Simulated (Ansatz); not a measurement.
**BBrH4SiSn: one molecule under many settings**

How do the results and run time of BBrH4SiSn respond when the settings are drawn wide?

Method: the settings change from run to run; program: Ansatz 0.2.0, Gaussian basis.

### 1 The relaxed structure

An earlier PBE0-D4 in a triple-zeta def2 set relaxation fixed the geometry. Sn takes a core potential in def2 sets; no spin-orbit term is included.

8 atoms, charge 0, spin multiplicity 1.

Atoms are counted from 1 here; the program's logs count them from 0.

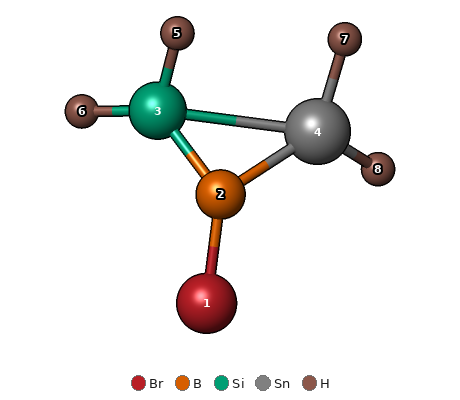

The geometry (bromine red, boron orange, silicon teal, tin grey, hydrogen brown); atoms are numbered from 1 in the order of the file.

Geometry (Å):

```
Br    0.0102   -0.3663    2.9415
B     0.4785   -0.0343    1.1202
Si    0.0867    1.4197   -0.0265
Sn   -0.0180   -1.3423   -0.5240
H     0.8417    1.5063   -1.3000
H    -0.7072    2.6460    0.2479
H     0.5938   -1.3101   -2.1115
H    -1.1933   -2.5760   -0.4034
```

### 2 HSE06/x2c-TZVPPall

Set apart from the defaults: a point charge of -1.00 e beside it, the search for lower states set to light.

Input file in.yaml:

```yaml
crystal:
  periodic: [false, false, false]
  atoms:
    - {symbol: Br, position_ang: [0.010194, -0.366304, 2.941478]}
    - {symbol: B, position_ang: [0.478461, -0.034261, 1.120231]}
    - {symbol: Si, position_ang: [0.086666, 1.419683, -0.026516]}
    - {symbol: Sn, position_ang: [-0.018029, -1.342324, -0.523970]}
    - {symbol: H, position_ang: [0.841738, 1.506323, -1.299964]}
    - {symbol: H, position_ang: [-0.707229, 2.645991, 0.247921]}
    - {symbol: H, position_ang: [0.593828, -1.310109, -2.111498]}
    - {symbol: H, position_ang: [-1.193328, -2.575999, -0.403384]}
basis:
  gaussian: {orbitals: x2c-TZVPPall, point_charges: [{charge: -1.00, position_ang: [3.812, -0.452, 0.415]}]}
hamiltonian: {xc: {name: HSE06}}
scf: {lower_state_search: light}
output: {forces: true}
```

Command:

```bash
ansatz run in.yaml --threads 4 --pin off --events-out ev --progress --plain --max-ram 10444MiB
```

Output, cut to the lines that bear on the results:

```text
Functional definition: HSE06
  name "HSE06"
  cite "Heyd, Scuseria & Ernzerhof, J. Chem. Phys. 118, 8207 (2003) doi:10.1063/1.1564060"
  cite "Krukau, Vydrov, Izmaylov & Scuseria, J. Chem. Phys. 125, 224106 (2006) doi:10.1063/1.2404663"
  cite "Heyd & Scuseria, J. Chem. Phys. 120, 7274 (2004) doi:10.1063/1.1668634"
  cite "Ernzerhof & Perdew, J. Chem. Phys. 109, 3313 (1998) doi:10.1063/1.476928"
  cite "Perdew, Burke & Ernzerhof, Phys. Rev. Lett. 77, 3865 (1996) doi:10.1103/PhysRevLett.77.3865"
  parent pbe
[...]
  # The whole range is PBE's own exchange, as in plane waves. The composition of these papers is wPBEh.
[...]
1790 factors; their error is unknown
116 factors; integrals over basis functions are off by at most 4.2e-7 eV
[...]
mean field -247609.78168112 eV, -9099.4916408429 hartree, gradient 6.4e-5 eV, S^2 0.000000; 0 other end points of the search recorded, 0 dependent functions left out
[...]
reference -247609.78172264 eV, -9099.4916423688 hartree; 54, 54 occupied and 183, 183 virtual orbitals, 1790 factors
Total energy: -247609.78172264 eV, -9099.4916423688 hartree
Relativity: scalar
Atom 0 at     0.010194    -0.366304     2.941478 Å, force    -0.040756     0.006052     0.113117 eV/Å
Atom 1 at     0.478461    -0.034261     1.120231 Å, force     0.142547    -0.097901     0.011909 eV/Å
Atom 2 at     0.086666     1.419683    -0.026516 Å, force     0.020626    -0.155301    -0.184298 eV/Å
Atom 3 at    -0.018029    -1.342324    -0.523970 Å, force     0.414208     0.263919     0.048833 eV/Å
Atom 4 at     0.841738     1.506323    -1.299964 Å, force    -0.013143     0.073369     0.062137 eV/Å
Atom 5 at    -0.707229     2.645991     0.247921 Å, force    -0.025079     0.111092     0.026371 eV/Å
Atom 6 at     0.593828    -1.310109    -2.111498 Å, force    -0.041138    -0.059774    -0.012531 eV/Å
Atom 7 at    -1.193328    -2.575999    -0.403384 Å, force    -0.153831    -0.128067    -0.017922 eV/Å
Dipole moment:     0.584289    -0.083998    -0.256007 e Å
```

Wall time 4.6 s (4 threads of Intel Xeon 6975P-C, shared host); peak memory 1 GiB.

Largest force 0.494 eV/Å, dipole 3.09 D.

### 3 revPBE/ANO-RCC-VTZP

Set apart from the defaults: charge +1, multiplicity 2, restricted open-shell orbitals, coordinates scaled by 0.92, D3(BJ) with three-body dispersion, the search for lower states set to light.

Input file in.yaml:

```yaml
crystal:
  periodic: [false, false, false]
  atoms:
    - {symbol: Br, position_ang: [0.009379, -0.337000, 2.706160]}
    - {symbol: B, position_ang: [0.440184, -0.031521, 1.030612]}
    - {symbol: Si, position_ang: [0.079733, 1.306108, -0.024394]}
    - {symbol: Sn, position_ang: [-0.016587, -1.234938, -0.482053]}
    - {symbol: H, position_ang: [0.774399, 1.385817, -1.195967]}
    - {symbol: H, position_ang: [-0.650651, 2.434312, 0.228088]}
    - {symbol: H, position_ang: [0.546321, -1.205300, -1.942579]}
    - {symbol: H, position_ang: [-1.097862, -2.369919, -0.371113]}
basis:
  gaussian: {orbitals: ANO-RCC-VTZP}
total_charge: 1
magnetization: {spin_polarized: false, initial_magnetization: 1}
hamiltonian: {xc: {name: revPBE}, dispersion: d3bjatm}
scf: {lower_state_search: light}
```

The command is unchanged.

Output:

```text
Functional definition: revPBE
  name "revPBE"
  cite "Zhang & Yang, Phys. Rev. Lett. 80, 890 (1998) doi:10.1103/PhysRevLett.80.890"
  cite "Perdew, Burke & Ernzerhof, Phys. Rev. Lett. 77, 3865 (1996) doi:10.1103/PhysRevLett.77.3865"
  parameter kappa = 1.245
  parameter beta = 0.06672455060314922
  exchange = pbe_x(kappa = kappa, mu = beta*pi^2/3)
  correlation = pbe_c(beta = beta)
1899 factors; their error is unknown
mean field evaluation 1: about -247593.6444 eV, gradient 6.8e1 eV
mean field evaluation 2: about -247554.0747 eV, gradient 1.2e2 eV
mean field evaluation 4: about -247605.1091 eV, gradient 2.1e1 eV
mean field evaluation 8: about -247606.7591 eV, gradient 2.1e0 eV
mean field evaluation 16: about -247606.7171 eV, gradient 2.6e-1 eV
mean field evaluation 32: about -247426.3559 eV, gradient 6.1e2 eV
mean field -247606.71750452 eV, -9099.3790344301 hartree, gradient 5.9e-6 eV, S^2 0.750000; 5 other end points of the search recorded, 0 dependent functions left out
reference -247606.71760084 eV, -9099.3790379695 hartree; 54, 53 occupied and 177, 178 virtual orbitals, 1899 factors
Total energy: -247607.25698919 eV, -9099.3988601259 hartree
Relativity: scalar
```

Run time: 11 s. Hardware: 4 threads of Intel Xeon 6975P-C, shared host; peak memory 0.86 GiB.

### 4 B3LYP/x2c-TZVPPall

Set apart from the defaults: atoms shaken by 0.15 Å, D3(BJ) dispersion, high accuracy, the search for lower states set to light.

Input file in.yaml:

```yaml
crystal:
  periodic: [false, false, false]
  atoms:
    - {symbol: Br, position_ang: [0.127579, -0.231942, 2.821260]}
    - {symbol: B, position_ang: [0.576993, -0.073481, 1.172511]}
    - {symbol: Si, position_ang: [0.305691, 1.534681, 0.156547]}
    - {symbol: Sn, position_ang: [0.099769, -1.096683, -0.549972]}
    - {symbol: H, position_ang: [0.784764, 1.336358, -1.039116]}
    - {symbol: H, position_ang: [-0.700493, 2.622236, 0.273386]}
    - {symbol: H, position_ang: [0.759167, -1.267562, -2.132607]}
    - {symbol: H, position_ang: [-1.183469, -2.447162, -0.237989]}
basis:
  gaussian: {orbitals: x2c-TZVPPall}
hamiltonian: {xc: {name: B3LYP}, dispersion: d3bj}
accuracy: high
scf: {lower_state_search: light}
output: {forces: true}
```

Same command.

Output, cut to the lines that bear on the results:

```text
Functional definition: B3LYP
  name "B3LYP"
  cite "Stephens, Devlin, Chabalowski & Frisch, J. Phys. Chem. 98, 11623 (1994) doi:10.1021/j100096a001"
  cite "Becke, Phys. Rev. A 38, 3098 (1988) doi:10.1103/PhysRevA.38.3098"
  cite "Lee, Yang & Parr, Phys. Rev. B 37, 785 (1988) doi:10.1103/PhysRevB.37.785"
  cite "Vosko, Wilk & Nusair, Can. J. Phys. 58, 1200 (1980) doi:10.1139/p80-159"
[...]
4014 factors; integrals over basis functions are off by at most 2.7e-8 eV
[...]
mean field -247632.86982844 eV, -9100.3401146076 hartree, gradient 5.1e-8 eV, S^2 0.000000; 0 other end points of the search recorded, 0 dependent functions left out
[...]
reference -247632.86987109 eV, -9100.3401161748 hartree; 54, 54 occupied and 183, 183 virtual orbitals, 4014 factors
Total energy: -247633.33796131 eV, -9100.3573181729 hartree
Relativity: scalar
Atom 0 at     0.127579    -0.231942     2.821260 Å, force    -1.311478    -1.017020     5.517657 eV/Å
Atom 1 at     0.576993    -0.073481     1.172511 Å, force     1.475863     2.156684    -3.660522 eV/Å
Atom 2 at     0.305691     1.534681     0.156547 Å, force    -1.694249     0.284107     3.764564 eV/Å
Atom 3 at     0.099769    -1.096683    -0.549972 Å, force    -1.256187    -2.578985    -1.027573 eV/Å
Atom 4 at     0.784764     1.336358    -1.039116 Å, force     1.834607    -0.041024    -4.498660 eV/Å
Atom 5 at    -0.700493     2.622236     0.273386 Å, force     0.160795     0.012741     0.054699 eV/Å
Atom 6 at     0.759167    -1.267562    -2.132607 Å, force    -0.175091     0.104375     0.251264 eV/Å
Atom 7 at    -1.183469    -2.447162    -0.237989 Å, force     0.965739     1.079122    -0.401427 eV/Å
Dipole moment:     0.050388     0.190956    -0.128500 e Å
```

It took 14 s on 4 threads of Intel Xeon 6975P-C, shared host; peak memory 1.8 GiB.

Largest force 5.762 eV/Å, dipole 1.13 D.

### 5 PBEsol/x2c-TZVPPall

Set apart from the defaults: finite nuclei, D4 dispersion.

Input file in.yaml:

```yaml
crystal:
  periodic: [false, false, false]
  atoms:
    - {symbol: Br, position_ang: [0.010194, -0.366304, 2.941478]}
    - {symbol: B, position_ang: [0.478461, -0.034261, 1.120231]}
    - {symbol: Si, position_ang: [0.086666, 1.419683, -0.026516]}
    - {symbol: Sn, position_ang: [-0.018029, -1.342324, -0.523970]}
    - {symbol: H, position_ang: [0.841738, 1.506323, -1.299964]}
    - {symbol: H, position_ang: [-0.707229, 2.645991, 0.247921]}
    - {symbol: H, position_ang: [0.593828, -1.310109, -2.111498]}
    - {symbol: H, position_ang: [-1.193328, -2.575999, -0.403384]}
basis:
  gaussian: {orbitals: x2c-TZVPPall, nuclear_model: gaussian}
hamiltonian: {xc: {name: PBEsol}, dispersion: d4}
```

Same command.

Output:

```text
Functional definition: PBEsol
  name "PBEsol"
  cite "Perdew et al., Phys. Rev. Lett. 100, 136406 (2008) doi:10.1103/PhysRevLett.100.136406"
  cite "Perdew, Burke & Ernzerhof, Phys. Rev. Lett. 77, 3865 (1996) doi:10.1103/PhysRevLett.77.3865"
  parent pbesol
  exchange = pbesol_x
  correlation = pbesol_c
1654 factors; their error is unknown
mean field evaluation 1: about -247449.5027 eV, gradient 4.9e1 eV
mean field evaluation 2: about -247424.0280 eV, gradient 9.5e1 eV
mean field evaluation 4: about -247456.0495 eV, gradient 9.6e0 eV
mean field evaluation 8: about -247456.3887 eV, gradient 1.7e-1 eV
mean field evaluation 16: about -247456.3581 eV, gradient 2.5e-4 eV
mean field -247456.35809582 eV, -9093.8534280777 hartree, gradient 2.0e-5 eV, S^2 0.000000; 0 other end points of the search recorded, 0 dependent functions left out
reference -247456.35813806 eV, -9093.8534296297 hartree; 54, 54 occupied and 183, 183 virtual orbitals, 1654 factors
Total energy: -247456.43989439 eV, -9093.8564341194 hartree
Relativity: scalar
```

Run time: 1.5 s. Hardware: 4 threads of Intel Xeon 6975P-C, shared host; peak memory 0.4 GiB.

### 6 rPW86-PBE/def2-SVPD

in.yaml, as its differences from that of step 5:

```diff
@@ -12,3 +12,4 @@
 basis:
-  gaussian: {orbitals: x2c-TZVPPall, nuclear_model: gaussian}
-hamiltonian: {xc: {name: PBEsol}, dispersion: d4}
+  gaussian: {orbitals: def2-SVPD}
+hamiltonian: {xc: {name: rPW86-PBE}}
+output: {forces: true}
```

Same command.

Output, cut to the lines that bear on the results:

```text
Functional definition: rPW86-PBE
  name "rPW86-PBE"
  cite "Murray, Lee & Langreth, J. Chem. Theory Comput. 5, 2754 (2009) doi:10.1021/ct900365q"
  cite "Perdew, Burke & Ernzerhof, Phys. Rev. Lett. 77, 3865 (1996) doi:10.1103/PhysRevLett.77.3865"
  parent pbe
[...]
1435 factors; their error is unknown
[...]
mean field -84522.92801859 eV, -3106.1603129850 hartree, gradient 5.0e-5 eV, S^2 0.000000; 0 other end points of the search recorded, 0 dependent functions left out
[...]
reference -84522.92815616 eV, -3106.1603180403 hartree; 40, 40 occupied and 109, 109 virtual orbitals, 1435 factors
Total energy: -84522.92815616 eV, -3106.1603180403 hartree
Atom 0 at     0.010194    -0.366304     2.941478 Å, force    -0.091714    -0.075659     0.472532 eV/Å
Atom 1 at     0.478461    -0.034261     1.120231 Å, force     0.212152     0.116143     0.112371 eV/Å
Atom 2 at     0.086666     1.419683    -0.026516 Å, force     0.011798     0.259936     0.012741 eV/Å
Atom 3 at    -0.018029    -1.342324    -0.523970 Å, force     0.069340    -0.311460    -0.059467 eV/Å
Atom 4 at     0.841738     1.506323    -1.299964 Å, force     0.110485     0.061145    -0.218953 eV/Å
Atom 5 at    -0.707229     2.645991     0.247921 Å, force    -0.145510     0.212953     0.035208 eV/Å
Atom 6 at     0.593828    -1.310109    -2.111498 Å, force     0.115765     0.005186    -0.365682 eV/Å
Atom 7 at    -1.193328    -2.575999    -0.403384 Å, force    -0.282315    -0.268244     0.011249 eV/Å
Dipole moment:    -0.027389    -0.009663    -0.273121 e Å
```

Wall time 2.5 s (4 threads of Intel Xeon 6975P-C, shared host); peak memory 0.29 GiB.

Largest force 0.487 eV/Å, dipole 1.32 D.

### 7 SPW92/def2-mTZVPP

Set apart from the defaults: charge -1, multiplicity 2, a grid of angular degree 11.

in.yaml, as its differences from that of step 6:

```diff
@@ -12,4 +12,5 @@
 basis:
-  gaussian: {orbitals: def2-SVPD}
-hamiltonian: {xc: {name: rPW86-PBE}}
-output: {forces: true}
+  gaussian: {orbitals: def2-mTZVPP, final_grid: {core_spheres: 5, valence_spheres: 4, degree: 11}}
+total_charge: -1
+magnetization: {spin_polarized: true, initial_magnetization: 1}
+hamiltonian: {xc: {name: SPW92}}
```

The command is unchanged.

Output:

```text
Functional definition: SPW92
  name "SPW92"
  cite "Dirac, Proc. Camb. Phil. Soc. 26, 376 (1930) doi:10.1017/S0305004100016108"
  cite "Slater, Phys. Rev. 81, 385 (1951) doi:10.1103/PhysRev.81.385"
  cite "Perdew & Wang, Phys. Rev. B 45, 13244 (1992) doi:10.1103/PhysRevB.45.13244"
  exchange = slater_x
  correlation = pw_c
1393 factors; their error is unknown
mean field evaluation 1: about -84345.8755 eV, gradient 3.2e1 eV
mean field evaluation 2: about -84327.2270 eV, gradient 5.6e1 eV
mean field evaluation 4: about -84350.2744 eV, gradient 8.2e0 eV
mean field evaluation 8: about -84350.8324 eV, gradient 3.1e-1 eV
mean field evaluation 16: about -84350.7782 eV, gradient 1.9e-3 eV
mean field evaluation 32: about -84350.6482 eV, gradient 6.2e-1 eV
mean field -84350.77817985 eV, -3099.8339230985 hartree, gradient 1.9e-5 eV, S^2 0.757555; 3 other end points of the search recorded, 0 dependent functions left out
reference -84350.77823146 eV, -3099.8339249951 hartree; 41, 40 occupied and 97, 98 virtual orbitals, 1393 factors
Total energy: -84350.77823146 eV, -3099.8339249951 hartree
```

Run time: 0.9 s. Hardware: 4 threads of Intel Xeon 6975P-C, shared host.

⟨S²⟩ 0.758.

### 8 B97/def2-TZVPD

Set apart from the defaults: a point charge of 0.50 e beside it.

in.yaml, as its differences from that of step 7:

```diff
@@ -12,5 +12,3 @@
 basis:
-  gaussian: {orbitals: def2-mTZVPP, final_grid: {core_spheres: 5, valence_spheres: 4, degree: 11}}
-total_charge: -1
-magnetization: {spin_polarized: true, initial_magnetization: 1}
-hamiltonian: {xc: {name: SPW92}}
+  gaussian: {orbitals: def2-TZVPD, point_charges: [{charge: 0.50, position_ang: [3.609, 0.156, 0.388]}]}
+hamiltonian: {xc: {name: B97}}
```

Launched as before.

Output, cut to the lines that bear on the results:

```text
Functional definition: B97
  name "B97"
  cite "Becke, J. Chem. Phys. 107, 8554 (1997) doi:10.1063/1.475007"
[...]
      + integral(e_c_pw_opposite_spin*poly(b97_u_opposite, cos0, cos1, cos2))
1578 factors; their error is unknown
[...]
mean field -84492.51388805 eV, -3105.0426143030 hartree, gradient 7.7e-5 eV, S^2 0.000000; 0 other end points of the search recorded, 0 dependent functions left out
reference -84492.51392821 eV, -3105.0426157788 hartree; 40, 40 occupied and 189, 189 virtual orbitals, 1578 factors
Total energy: -84492.51392821 eV, -3105.0426157788 hartree
```

Wall time 3.6 s (4 threads of Intel Xeon 6975P-C, shared host); peak memory 0.7 GiB.

### 9 SVWN5/def2-TZVP

Set apart from the defaults: multiplicity 3, atoms shaken by 0.03 Å, the search for lower states set to light.

Input file in.yaml:

```yaml
crystal:
  periodic: [false, false, false]
  atoms:
    - {symbol: Br, position_ang: [0.084227, -0.383703, 2.975353]}
    - {symbol: B, position_ang: [0.558062, -0.021339, 1.135029]}
    - {symbol: Si, position_ang: [0.049879, 1.416831, -0.028026]}
    - {symbol: Sn, position_ang: [0.018802, -1.358016, -0.490846]}
    - {symbol: H, position_ang: [0.850236, 1.492696, -1.307756]}
    - {symbol: H, position_ang: [-0.735695, 2.629360, 0.246764]}
    - {symbol: H, position_ang: [0.655358, -1.331246, -2.103910]}
    - {symbol: H, position_ang: [-1.229298, -2.541314, -0.408403]}
basis:
  gaussian: {orbitals: def2-TZVP}
magnetization: {spin_polarized: true, initial_magnetization: 2}
hamiltonian: {xc: {name: SVWN5}}
scf: {lower_state_search: light}
output: {forces: true}
```

Same command.

Output, cut to the lines that bear on the results:

```text
Functional definition: SVWN5
  name "SVWN5"
  cite "Dirac, Proc. Camb. Phil. Soc. 26, 376 (1930) doi:10.1017/S0305004100016108"
  cite "Slater, Phys. Rev. 81, 385 (1951) doi:10.1103/PhysRev.81.385"
  cite "Vosko, Wilk & Nusair, Can. J. Phys. 58, 1200 (1980) doi:10.1139/p80-159"
[...]
1361 factors; their error is unknown
[...]
mean field -84348.82203057 eV, -3099.7620359383 hartree, gradient 1.6e-5 eV, S^2 2.004122; 8 other end points of the search recorded, 0 dependent functions left out
[...]
reference -84348.82207853 eV, -3099.7620377007 hartree; 41, 39 occupied and 149, 151 virtual orbitals, 1361 factors
Total energy: -84348.82207853 eV, -3099.7620377007 hartree
Atom 0 at     0.084227    -0.383703     2.975353 Å, force     0.356751    -0.011091    -0.597624 eV/Å
Atom 1 at     0.558062    -0.021339     1.135029 Å, force    -0.185931     1.245048     0.935552 eV/Å
Atom 2 at     0.049879     1.416831    -0.028026 Å, force     1.135059    -0.488220     0.532761 eV/Å
Atom 3 at     0.018802    -1.358016    -0.490846 Å, force    -0.204986    -1.458033    -1.081370 eV/Å
Atom 4 at     0.850236     1.492696    -1.307756 Å, force    -0.256752     0.214398     0.163015 eV/Å
Atom 5 at    -0.735695     2.629360     0.246764 Å, force    -0.658012     0.341199    -0.176557 eV/Å
Atom 6 at     0.655358    -1.331246    -2.103910 Å, force     0.022858    -0.127261     0.349680 eV/Å
Atom 7 at    -1.229298    -2.541314    -0.408403 Å, force    -0.208987     0.283960    -0.125456 eV/Å
Dipole moment:    -0.075947     0.218599    -0.290470 e Å
```

Run time: 2.6 s. Hardware: 4 threads of Intel Xeon 6975P-C, shared host; peak memory 0.4 GiB.

Largest force 1.827 eV/Å, dipole 1.78 D, ⟨S²⟩ 2.004.

### 10 All runs side by side

| level | charge | multiplicity | geometry | functions | energy (eV) | time |
| --- | --- | --- | --- | --- | --- | --- |
| HSE06/x2c-TZVPPall | 0 | 1 | relaxed, point charge | 237 | -247609.782 | 4.6 s |
| revPBE/ANO-RCC-VTZP | 1 | 2 | scaled | 231 | -247607.257 | 11 s |
| B3LYP/x2c-TZVPPall | 0 | 1 | shaken | 237 | -247633.338 | 14 s |
| PBEsol/x2c-TZVPPall | 0 | 1 | relaxed | 237 | -247456.440 | 1.5 s |
| rPW86-PBE/def2-SVPD | 0 | 1 | relaxed | 149 | -84522.928 | 2.5 s |
| SPW92/def2-mTZVPP | -1 | 2 | relaxed | 138 | -84350.778 | 0.9 s |
| B97/def2-TZVPD | 0 | 1 | relaxed, point charge | 229 | -84492.514 | 3.6 s |
| SVWN5/def2-TZVP | 0 | 3 | shaken | 190 | -84348.822 | 2.6 s |

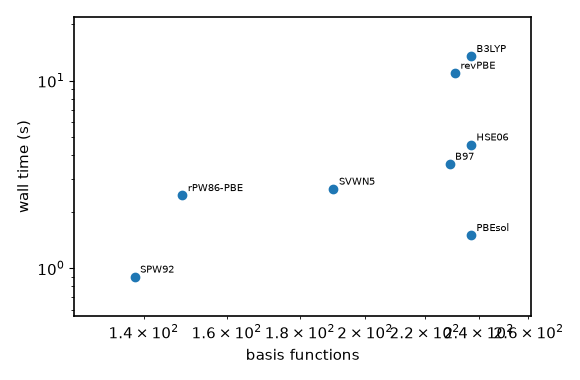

Wall time against the number of basis functions (shared host).

### 11 Outcome

```
                                         quantity                     value
                                             runs                         8
                                         quickest  SPW92/def2-mTZVPP, 0.9 s
                                          slowest  B3LYP/x2c-TZVPPall, 14 s
spread of total energies, same state and geometry               162933.5 eV
```

**Reading.** B3LYP/x2c-TZVPPall took 15 times as long as SPW92/def2-mTZVPP. The jobs differ in tasks and options as well as level. The totals spread over 162934 eV; they can't be compared across methods or bases. Some of these runs are scalar-relativistic and others not, which shifts the totals of all-electron atoms past neon by several eV an atom and more; core potentials, where a basis has them, take the core out of the total altogether. At the PBE0-D4/def2-TZVP geometry and in the same state, the sound runs without point charges leave forces up to 0.49 eV/Å (rPW86-PBE/def2-SVPD), against 5.8 eV/Å where the atoms were moved.
